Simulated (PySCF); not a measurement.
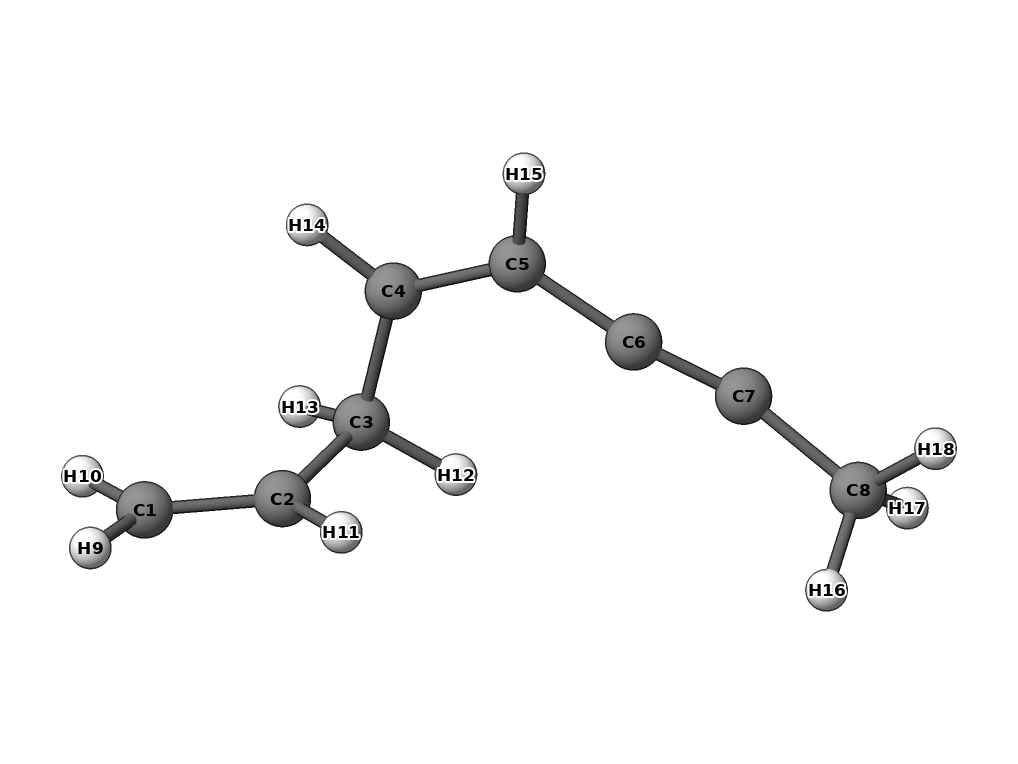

The questions are on Mulliken spin populations. State: charge −1, doublet. The geometry was computed by an optimisation with GFN2-xTB. No frequency run is at hand to confirm it as a minimum. Method: UKS B3LYP, pcH-1 on C H, non-relativistic (PySCF 2.14.0).

Q: Which atom carries the largest spin population?

A: C4 (0.38 e).

Q: Which atom has the lowest spin population?

A: C3 (−0.04 e); a negative value comes from spin polarisation.

Give the Mulliken spin populations atom by atom.

| atom | value (e) |
| --- | --- |
| C1 | 0.18 |
| C2 | 0.06 |
| C3 | −0.04 |
| C4 | 0.38 |
| C5 | 0.16 |
| C6 | −0.01 |
| C7 | 0.26 |
| C8 | −0.02 |
| H9 | −0.01 |
| H10 | −0.01 |
| H11 | 0.00 |
| H12 | 0.00 |
| H13 | 0.01 |
| H14 | −0.02 |
| H15 | −0.01 |
| H16 | 0.05 |
| H17 | 0.01 |
| H18 | 0.01 |

Mulliken values depend strongly on the basis set.
